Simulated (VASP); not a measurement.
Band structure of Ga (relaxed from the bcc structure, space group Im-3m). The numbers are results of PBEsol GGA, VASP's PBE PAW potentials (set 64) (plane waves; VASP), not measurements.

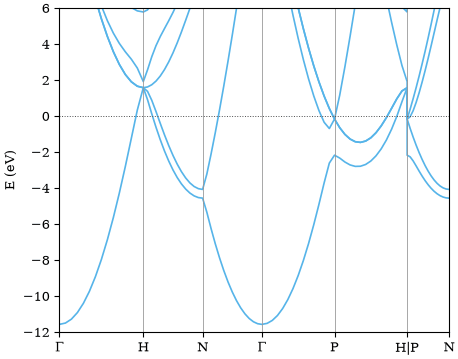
Fig. 1. Bands along high-symmetry lines, zero at the valence-band maximum or, without a gap, the Fermi level

Question: Read the plot: is there a gap, and where are the band edges?

Answer: It has no gap at this level: it comes out as a metal or semimetal. (Edges off the drawn lines would not show.)

The structure was generated: Ga was put into the bcc type (Im-3m), which need not be its known phase. It was relaxed first, which changed the volume by -6 %.
